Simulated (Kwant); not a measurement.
System: Aharonov-Bohm ring in a GaN two-dimensional gas. Effective mass 0.22 mₑ, grid spacing 8.3 nm, hard walls, nominal width 100 nm (13 grid rows, so walls 116.2 nm apart), one parabolic valley, scattering region 700 nm long along x; energies count from the band bottom; Fermi energy 0.000925 eV. Ring of mean radius 200 nm, arms as wide as the leads. Perpendicular field swept from 0 to 0.2 T, none in the leads; orbital effect alone.

Constants are typed, rounded textbook-type inputs, not results; the design itself was drawn at random and stands for no fabricated device.

Computed with Kwant: effective-mass tight-binding model on a square grid, one spin, coherent transport at 0 K. Conductance is in e²/h.

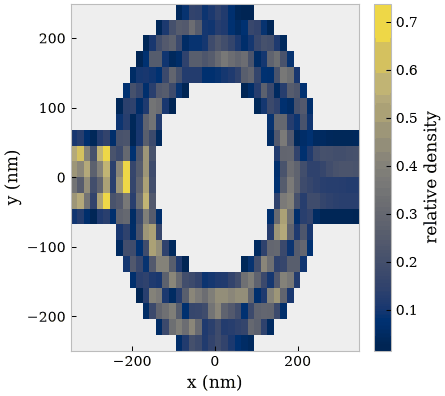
Figure. Density of the scattering states that come in from the left lead, at field = 0.049438 T, in bins, relative to the largest site value

The conductance there is 1.19 e²/h with 2 open channel(s) in the leads.
